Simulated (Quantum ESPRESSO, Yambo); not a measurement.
# GaN (P6_3mc): G0W0 with Yambo, start to end, part 3 of 3

Wanted: ground state, empty states, screening and self-energy for GaN (P6_3mc).

Quantum ESPRESSO 7.5 and Yambo 5.3.0; PBE and many-body steps on it, plane waves. Known limits of the many-body steps: not at the basis limit; no spin-orbit coupling.

So far. Step 3 (Bands along the symmetry lines): The gap is 1.925 eV, as in the run before at this level. Step 4 (Empty states on the mesh, 6×6×4 mesh, 129 bands): On this mesh the gap is 1.925 eV.

The database entry behind the starting cell has ideal inner coordinates that were not refined, so it need not match the best structure at ambient conditions.

## Step 6: Screening and self-energy, 6×6×4 mesh, 129 bands, screening to 197.3 eV

G0W0 replaces the xc potential by the self-energy, built once from these orbitals. Only a window of levels is corrected, while the sums run over the empty bands that the input names.

This step: G0W0 on PBE, plane waves, norm-conserving pseudopotentials.

Contents of gw1.in:

```
HF_and_locXC
gw0
dyson
ppa
em1d
rim_cut
RandQpts= 1000000
RandGvec= 1 RL
EXXRLvcs= 104 Ry
VXCRLvcs= 416 Ry
Chimod= "HARTREE"
% BndsRnXp
 1 | 129 |
%
NGsBlkXp= 14.5 Ry
% LongDrXp
 1 | 1 | 1 |
%
% GbndRnge
 1 | 129 |
%
DysSolver= "n"
ExtendOut
PPAPntXp= 27.21138 eV
% QPkrange
 1 | 1 | 25 | 28 |
%
```

The run is started by

```sh
OMP_NUM_THREADS=1 mpirun -n 4 yambo -F gw1.in -J gw1 -C gw1 > gw1.log
```

Output:

```text
 Yambo, version 5.3.0

 [02] CORE Variables Setup
 =========================

  [... cell, symmetries and grids as in the set-up ...]

  [02.05] Energies & Occupations
  ==============================

  [X] === General ===
  [X] Electronic Temperature                        :  0.000000  0.000000 [eV K]
  [X] Bosonic    Temperature                        :  0.000000  0.000000 [eV K]
  [X] Finite Temperature mode                       : no
  [X] El. density                                   :  0.11371E+25 [cm-3]
  [X] Fermi Level                                   :  11.67297 [eV]

  [X] === Gaps and Widths ===
  [X] Conduction Band Min                           :  1.924975 [eV]
  [X] Valence Band Max                              :  0.000000 [eV]
  [X] Filled Bands                                  :  26
  [X] Empty Bands                                   :   27  129
  [X] Direct Gap                                    :  1.924975 [eV]
  [X] Direct Gap localized at k                     :  1
  [X] Indirect Gap                                  :  1.924975 [eV]
  [X] Indirect Gap between kpts                     :  1  1
  [X] Last valence band width                       :  2.679448 [eV]
  [X] 1st conduction band width                     :  4.523305 [eV]

 [03] Transferred momenta grid and indexing
 ==========================================

 IBZ Q-points                                      :  24
 BZ  Q-points                                      :  144

 K/Q-points units:
 rlu = crystal or reduced units; cc = cartesian coordinates; iku = interal k-units

 Q [ 1]         [rlu]:  0.000000  0.000000  0.000000
 Q [ 2]         [rlu]:  0.000000  0.000000  0.250000
 Q [ 3]         [rlu]:  0.000000  0.000000 -0.500000
 Q [ 4]         [rlu]:  0.96489E-17  0.16667       0.0000
 Q [ 5]         [rlu]:  0.96489E-17  0.16667      0.25000
 Q [ 6]         [rlu]:  0.96489E-17  0.16667     -0.50000
 Q [ 7]         [rlu]:  0.19298E-16  0.33333       0.0000
 Q [ 8]         [rlu]:  0.19298E-16  0.33333      0.25000
 Q [ 9]         [rlu]:  0.19298E-16  0.33333     -0.50000
 Q [10]         [rlu]: -0.28947E-16 -0.50000       0.0000
     [... 12 further rows ...]
 Q [23]         [rlu]: -0.19298E-16 -0.33333      0.25000
 Q [24]         [rlu]: -0.166667 -0.333333  0.250000

 [04] Coloumb potential Random Integration (RIM)
 ===============================================

  [04.01] RIM initialization
  ==========================

  * Diagonal components only detected *

  8 x (sBL volume)        :  0.044655 [a.u.]
  sBZ random points       :  1000000
  Points outside the sBZ  :   7980387
  RL volume               :  0.803799 [a.u.]
  Integrated volume       :  0.805774 [a.u.]

  [04.02] RIM integrals
  =====================

  Gamma point sphere radius             :  0.064354 [a.u.]
  Points outside the sphere             :   800078
  [Int_sBZ(q=0) 1/q^2]*(Vol_sBZ)^(-1/3) =:  7.698568
                                 should be <:  7.795600

  Summary of Coulomb integrals for non-metallic bands |Q|[au] RIM/Bare

  Q [1] 0.100000E-4 0.987553 * Q [2] 0.160191 0.992610
  Q [4] 0.200590 1.086958 * Q [5] 0.256705 1.047852
  Q [22] 0.256705 1.046860 * Q [3] 0.320381 1.007831
  Q [13] 0.347431 1.031623 * Q [6] 0.377995 1.014504
  Q [14] 0.382583 1.024259 * Q [7] 0.401179 1.024162
  Q [23] 0.431979 1.019296 * Q [8] 0.431979 1.019695
  Q [15] 0.472602 1.013583 * Q [9] 0.513409 1.012467
  Q [16] 0.530710 1.014946 * Q [24] 0.554359 1.012871
  Q [17] 0.554359 1.013241 * Q [10] 0.601769 1.011919
  Q [18] 0.619917 1.010099 * Q [11] 0.622725 1.010810
  Q [12] 0.681740 1.008845 * Q [19] 0.694863 1.009785
  Q [20] 0.713089 1.009131 * Q [21] 0.765166 1.007868

 [05] Dipoles
 ============

  [05.01] Setup: observables and procedures
  =========================================

  [WARNING] [x,Vnl] slows the Dipoles computation. To neglect it rename the ns.kb_pp file

 [06] Dynamic Dielectric Matrix (PPA)
 ====================================

 [WR./gw1//ndb.pp]---------------------------------------------------------------
  Brillouin Zone Q/K grids (IBZ/BZ)                :   24  144   24  144
  RL vectors                                       :   6779 [WF]
  Coulomb cutoff potential                         : none
  Electronic Temperature                           :  0.000000 [K]
  Bosonic    Temperature                           :  0.000000 [K]
  PPA    diel. fun.  energies                      : Perdew, Burke & Ernzerhof(X)+Perdew, Burke & Ernzerhof(C)
  wavefunctions                                    : Perdew, Burke & Ernzerhof(X)+Perdew, Burke & Ernzerhof(C)
  Global Gauge                                     : length
  X matrix size                                    :  299
  X band range                                     :    1  129
  X e/h energy range                               : -1.000000 -1.000000 [eV]
  X Time ordering                                  : R
  X Hxc Kernel                                     : HARTREE
  X Drude frequency                                :  0.000000  0.000000
  X poles                                          :  100.0000 [o/o]
  RL vectors in the sum                            :   6779
  [r,Vnl] included                                 : yes
  Field direction                                  :  0.577350E-5  0.577350E-5  0.577350E-5
  BZ energy Double Grid                            : no
  BZ energy DbGd points                            : 0
  BZ Q point size factor                           : -1.000000
  X Optical Averaged directions                    : none

 [07] Local Exchange-Correlation + Non-Local Fock
 ================================================

 [VXC] Plane waves :   44217
 [EXS] Plane waves :   5563

 QP @ state[ 1 ] K range:  1  1
 QP @ state[ 1 ] b range:  25  28

 [xc] Functional : Perdew, Burke & Ernzerhof(X)+Perdew, Burke & Ernzerhof(C)
 [xc] LIBXC used to calculate xc functional
  PP Number of Atomic Species                      :  2
  NLCC RL compoments                               :   44217
  PP Number of Atomic Species                      :  2
  NLCC RL compoments                               :   44217

 [xc] E_xc :  -48.23865 [Ha]
      E_xc :  -96.47730 [Ry]

  Local XC kind (lXC) : Perdew, Burke & Ernzerhof(X)+Perdew, Burke & Ernzerhof(C)
  Non-Local XC kind (nlXC) : Hartree-Fock

  Corrections @ K [1] :  [eV]
 <25|nlXC|25> = -22.46805 -0.94723E-17 <25|lXC|25> = -19.06689  0.000000
 <26|nlXC|26> = -22.46804  0.80309E-18 <26|lXC|26> = -19.06689  0.000000
 <27|nlXC|27> = -10.20404  0.13931E-17 <27|lXC|27> = -14.19553  0.000000
 <28|nlXC|28> = -9.051968 -0.65302E-18 <28|lXC|28> = -13.97455  0.000000

 [08] Dyson equation: Newton solver
 ==================================

  [08.01] G0W0 (W PPA)
  ====================

  [  GW  ] Bands range     :    1  129
  [GW/PPA] G damping       :  0.100000 [eV]

  QP @ state[ 1 ] K range:  1  1
  QP @ state[ 1 ] b range:  25  28

   Sc/G bands                                       :    1  129
   Sc/G damping                                     :  0.100000 ev
   Sc bands terminator                              : no
   Sx RL components                                 :   5563

   QP @ state[ 1 ] K range                          :  1  1
   QP @ state[ 1 ] b range                          :  25  28
   GF energies kind                                 : Perdew, Burke & Ernzerhof(X)+Perdew, Burke & Ernzerhof(C)
   GF WF`s kind                                     : Perdew, Burke & Ernzerhof(X)+Perdew, Burke & Ernzerhof(C)
   Xs energies kind                                 : Perdew, Burke & Ernzerhof(X)+Perdew, Burke & Ernzerhof(C)
   Xs WF`s kind                                     : Perdew, Burke & Ernzerhof(X)+Perdew, Burke & Ernzerhof(C)

 [11] Game Over & Game summary
```

Wall time 16 min (4 MPI ranks of Intel Xeon 6975P-C (Granite Rapids), shared host); peak memory 3.9 GiB.

Numbers from this step:

```yaml
g0w0_gap_on_the_points_computed: 2.777 eV
starting_gap_on_the_mesh: 1.925 eV
k_of_the_valence_top: 0, 0, 0
k_of_the_conduction_bottom: 0, 0, 0
least_direct_g0w0_gap_on_the_computed_points: 2.777 eV
z_at_the_valence_top: 0.7910
z_at_the_conduction_bottom: 0.8178
```

The gap on the mesh goes from 1.92 eV to 2.78 eV, a correction of +0.85 eV.

Limits: finite bands, cutoff and mesh; no spin-orbit coupling. v1 is the top filled band, c1 the lowest empty one. Levels before and after the correction, in eV, zero at the valence-band top of each column:

```
           conduction bottom  valence top
Kohn-Sham               1.92         0.00
     G0W0               2.78         0.00
```

```
             level  energy (eV)
Kohn-Sham  Γ v2-v1        0.000
Kohn-Sham     Γ c1        1.925
Kohn-Sham     Γ c2        4.278
     G0W0  Γ v2-v1        0.000
     G0W0     Γ c1        2.777
     G0W0     Γ c2        5.297
```

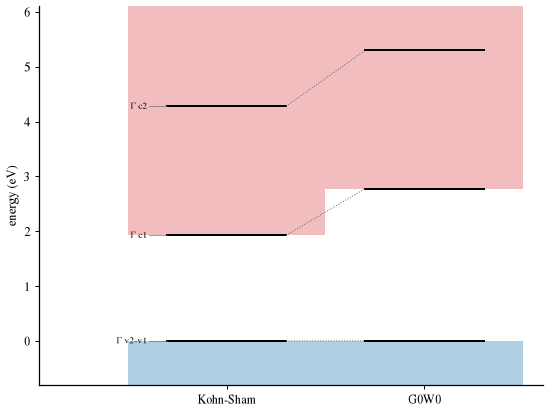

Levels before and after the correction. Shaded: valence and conduction bands.

## Step 7: Where the time went

Times are wall times on the hardware named with each run, good to a factor of about two.

```
                          step    time  share  memory (GiB)
                  ground state    11 s    1 %           0.4
bands along the symmetry lines   7.1 s    1 %          0.31
      empty states on the mesh    16 s    2 %          0.49
         conversion and set-up   2.6 s    0 %          0.26
     screening and self-energy  16 min   96 %           3.9
```

## Step 8: Outcome

```yaml
pbe_gap: 1.92 eV, direct
g0w0_gap_on_the_mesh: 2.78 eV
gw_settings: 6×6×4 mesh, 129 bands, screening to 197.3 eV, Godby-Needs plasmon pole
known_limits: not at the basis limit; no spin-orbit coupling
```

**Reading.** G0W0 moves the gap on the mesh from 1.92 eV to 2.78 eV (+0.85 eV), with Z of 0.79 and 0.82 at the edges. Only 1 of the mesh's irreducible points was corrected, so a valley elsewhere could overtake. The dearest step here is «screening and self-energy». Bands and cutoff are finite, so the gap is not at the basis limit. The miss can reach some tenths of an eV and take either sign; the mesh is an error of its own. In the G0W0 run levels were corrected at 1 k point alone, so a gap called «on the mesh» is the least over those, and an edge elsewhere would be missed. The many-body steps are scalar-relativistic: spin-orbit coupling is not in them.

[Paths, hosts, dates, memory and timing lines, banners, echoed tables and standing remarks are left out of the program output.]

[Logs are printed without paths, hosts, clocks, repeated set-up lines and the standing remarks that a program may print on its own settings, such as how far it seeks lower states.]

[Runs of the session that timed out or met a known fault of the program may be left out.]

[Hosts, paths, dates, database ids (printed as entryN), source tags and the programs' standing remarks are cut or masked in the printed files.]
